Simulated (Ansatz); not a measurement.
The starting structures come from a database of crystals and need not be the phases stable at ambient conditions.

 Where the default PAW files enter, the runs use the earlier of Ansatz's two default sets.

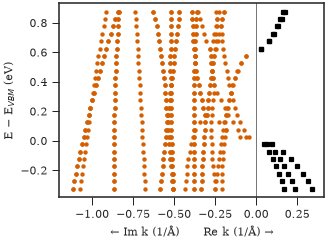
Complex bands at the centre of the two-dimensional zone; PBEsol (Ansatz, a program for electronic structure)

The gap is the functional's own, uncorrected, and κ follows it; spin-orbit coupling is left out. Mid-gap values are interpolated between the computed energies.

Question: This is Zr$_{3}$N$_{4}$ (I-43d, not sure to be the ambient phase, 14 atoms a cell, 11.1 Å³ an atom, -6 GPa at this level) along the normal of (110). Read off the slowest decay at the centre of the two-dimensional zone at 0.33 eV, the computed energy nearest the middle of the gap.

Answer: κ ≈ 0.15 1/Å, a decay length 1/(2κ) of the density of 3.3 Å.
